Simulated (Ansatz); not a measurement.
**C$_{2}$H$_{8}$AlN (SMILES [CH3][Al]([CH3])[NH2]): density, localisation and related maps**

Input

```
crystal:
  periodic: [false, false, false]
  atoms:
    - { symbol: C, position_ang: [-0.431, 1.6442, -0.782] }
    - { symbol: Al, position_ang: [-0.0529, -0.1614, -0.1936] }
    - { symbol: C, position_ang: [1.0874, -0.4388, 1.3789] }
    - { symbol: "N", position_ang: [-0.6882, -1.6495, -1.1369] }
    - { symbol: H, position_ang: [-1.138, 1.6364, -1.7015] }
    - { symbol: H, position_ang: [-0.9964, 2.2476, 0.0228] }
    - { symbol: H, position_ang: [0.4858, 2.222, -1.0512] }
    - { symbol: H, position_ang: [2.0567, -1.0004, 1.0841] }
    - { symbol: H, position_ang: [0.565, -0.9866, 2.2098] }
    - { symbol: H, position_ang: [1.4336, 0.5444, 1.8245] }
    - { symbol: H, position_ang: [-0.4631, -2.5137, -0.5964] }
    - { symbol: H, position_ang: [-1.782, -1.5993, -1.0247] }
basis:
  gaussian: { orbitals: def2-mTZVP }
hamiltonian:
  xc: blyp
relax:
  f_tol: 0.015
  max_steps: 40
output:
  orbitals: {}
```

Run with:

```sh
ansatz run input.yaml --threads 2 --pin off --max-ram 3072MiB --backend cpu --events-out ev --progress --plain --runs-dir out
```

The fields are those of the run's last geometry, not of the input's.

All numbers below come from Ansatz, RKS BLYP/def2-mTZVP.

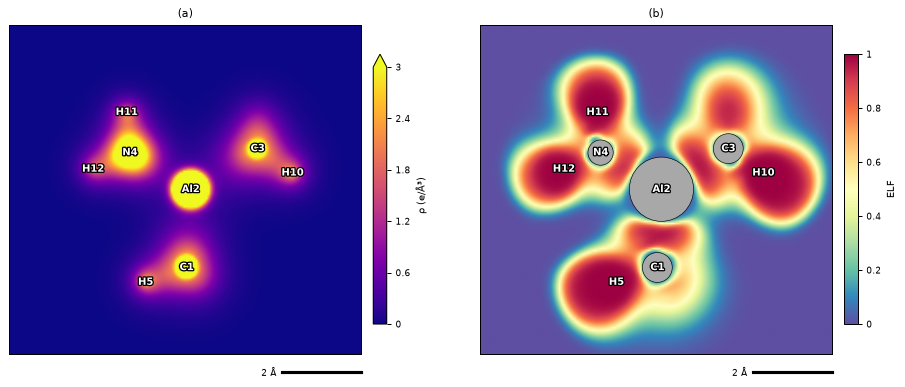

Figure 1. (a) total electron density; (b) electron localisation function on the plane of atoms Al2, C1 and H5. Grey discs cover the atomic cores in the ELF map.

> Interpret the plot.

Atoms in the plane: C, Al, N and H. Al–N (1.80 Å): ρ is about 0.78 e/Å³ halfway; the ELF peaks at about 0.90 in the valence shell of N, 0.7 Å from its nucleus, and is about 0.65 at the midpoint. C–Al (1.98 Å): the density is about 0.67 e/Å³ at the midpoint; the ELF peaks at about 0.95 between the atoms: a polar covalent bond. N–H (1.02 Å): ρ at the midpoint is about 2.7 e/Å³; the ELF climbs to about 1 towards the hydrogen, as it does in any bond to H; an ordinary covalent bond to hydrogen. C–H (1.10 Å): ρ at the midpoint is about 1.9 e/Å³; the ELF climbs to about 1 towards the hydrogen (a covalent bond by its length).

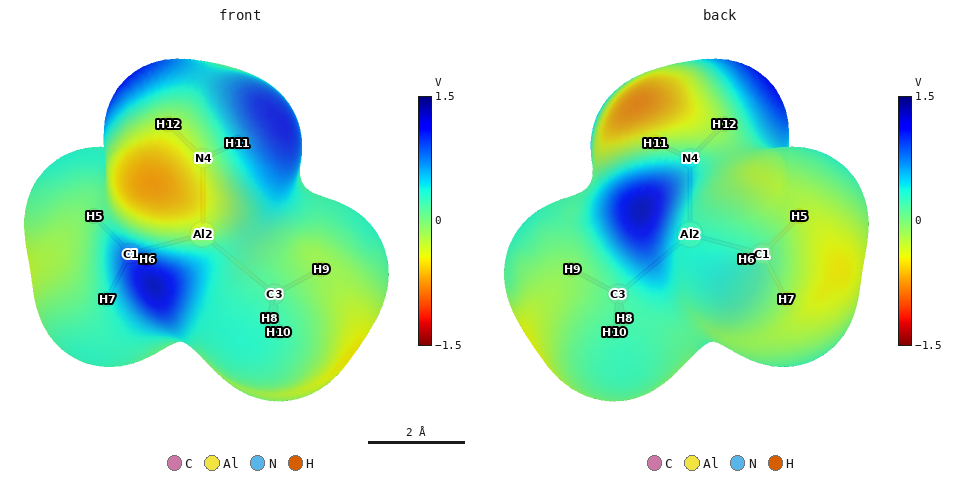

Figure 2. The electrostatic potential painted on the density surface at 0.001 e/bohr³, seen from the front and from behind; red is negative and blue positive.

> Where is the surface potential most negative and most positive?

The most negative region (about −0.7 V) lies over N4, the most positive (about +1.2 V) over Al2.

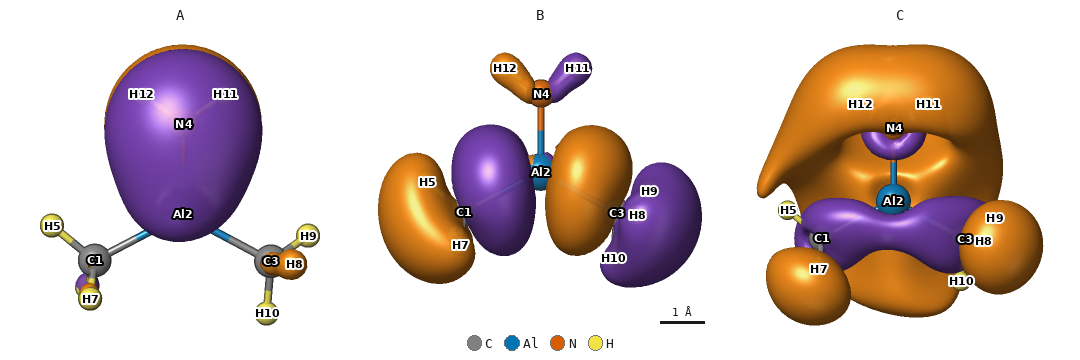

Figure 3. Three frontier orbitals at ±0.05 Å⁻³ᐟ² (orange and purple are the two phases), in no order.

> Order the three orbitals by energy and name them.

B is the HOMO−1 (−6.18 eV). Its weight (Hirshfeld) is mainly on C3 (about 30 %), C1 (about 30 %) and Al2 (about 20 %). A is the HOMO (−5.57 eV). It lies mainly on N4 (about 70 %) and Al2 (about 15 %); largely a lone pair of N4. C is the LUMO (−0.41 eV). It lies mainly on Al2 (about 45 %), N4 (about 10 %), C3 (about 10 %) and C1 (about 10 %).

> What is the HOMO–LUMO gap?

5.16 eV between the orbital energies.
